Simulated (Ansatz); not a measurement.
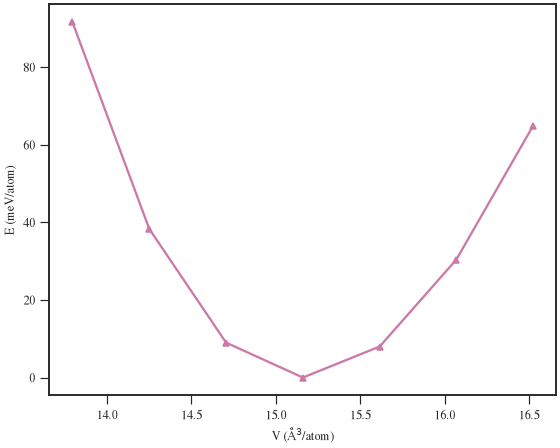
Figure: SiRh in space group P6/mmm (No. 191; Rh on 3f, Si on 1a, Si on 2d) under volume change, plane-wave PAW PBEsol (Ansatz code), shape and atoms relaxed at each volume.

### Question
What does a third-order Birch–Murnaghan fit give for V₀, B₀ and B′?

### Answer
V₀ = 15.16 Å³/atom, B₀ = 199 GPa, B′ = 4.7.

The cell is a constructed one: a structure type filled with these elements; neither database checked (COD, Materials Project) lists it. COD files the formula under space group No. 14, so this cell is another polymorph or a model. Its standing as an ambient phase is unchecked. Symmetry was held in the PBEsol relaxation. At this level the phase is dynamically unstable (imaginary phonons). The run is not spin-polarised.

Potentials: the later of the program's two PAW sets.
